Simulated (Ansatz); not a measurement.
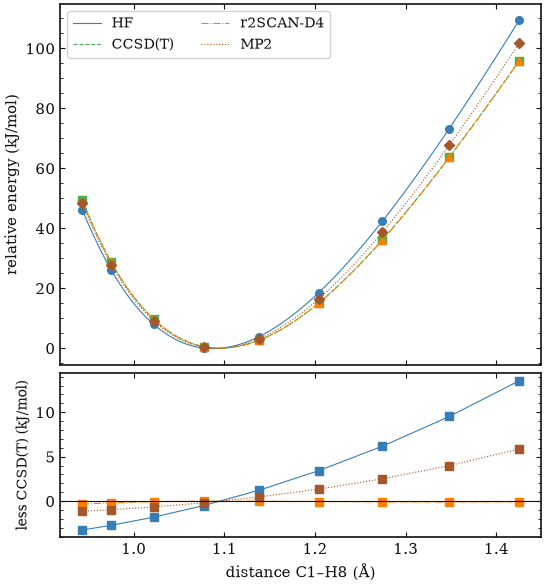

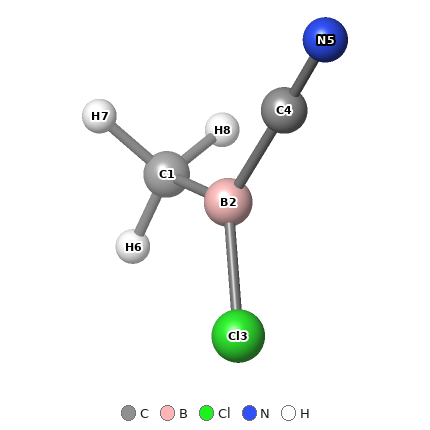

Rigid scan of the stretch C1–H8 in C₂H₃BClN, SMILES CB(Cl)C#N. The Ansatz code 0.2.0, def2-TZVPP, cores frozen in correlated methods. A stretch is scanned from the minimum (PBE0-D4/def2-TZVP); energies less that of the minimum at the same level. Splines pass through the computed points, which are marked.

> Which curve follows CCSD(T) best, and which worst?

Best r2SCAN-D4, worst HF; largest departures: r2SCAN-D4 0.3, MP2 5.9, HF 13.5 kJ/mol. CCSD(T) is in the same finite basis, not at its limit.

> Where is the minimum of each curve?

HF: near 1.09 Å; CCSD(T): near 1.10 Å; r2SCAN-D4: near 1.10 Å; MP2: near 1.09 Å (from the spline).

> Give the values at the computed points.

In kJ/mol:
```
distance C1–H8 (Å)     HF  CCSD(T)  r2SCAN-D4    MP2
              0.94   46.3     49.5       49.2   48.4
              0.98   26.1     28.9       28.7   27.9
              1.02    7.9      9.7        9.7    9.1
              1.08    0.0      0.5        0.5    0.4
              1.14    3.8      2.6        2.6    3.1
              1.20   18.5     15.1       15.1   16.5
              1.27   42.3     36.1       36.0   38.6
              1.35   73.3     63.7       63.7   67.7
              1.43  109.4     95.8       95.7  101.7
```
